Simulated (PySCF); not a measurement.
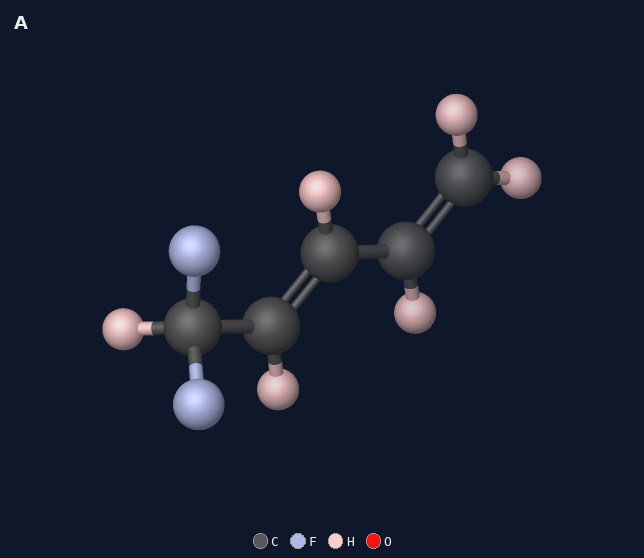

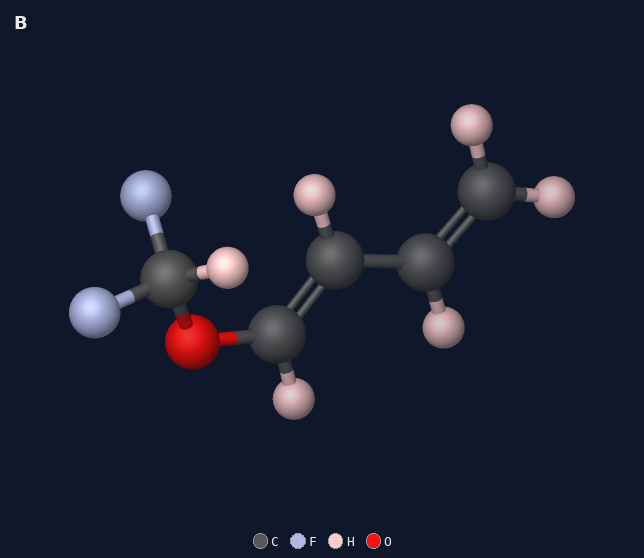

Two related species, optimised with PBE0-D3(BJ)/def2-SVP; properties computed with PySCF 2.14.0. Both: charge 0, singlet.

**Identify both.**

A is C5H6F2 (C=C/C=C/C(F)F), B is C5H6F2O (C=C/C=C/OC(F)F).

Compare them. With CAM-B3LYP/def2-SVPD: dipole moment (D), HOMO–LUMO gap (eV), HOMO energy (Kohn–Sham orbital) (eV), lowest vertical singlet excitation (eV), mean static polarisability (bohr³).

```tsv
quantity	A	B
dipole moment (D)	2.43	2.19
HOMO–LUMO gap (eV)	8.15	8.12
HOMO energy (Kohn–Sham orbital) (eV)	−8.46	−7.96
lowest vertical singlet excitation (eV)	5.81	5.73
mean static polarisability (bohr³)	69.7	73.8
```

Each is one conformer, and no frequency run is at hand to confirm it as a minimum.
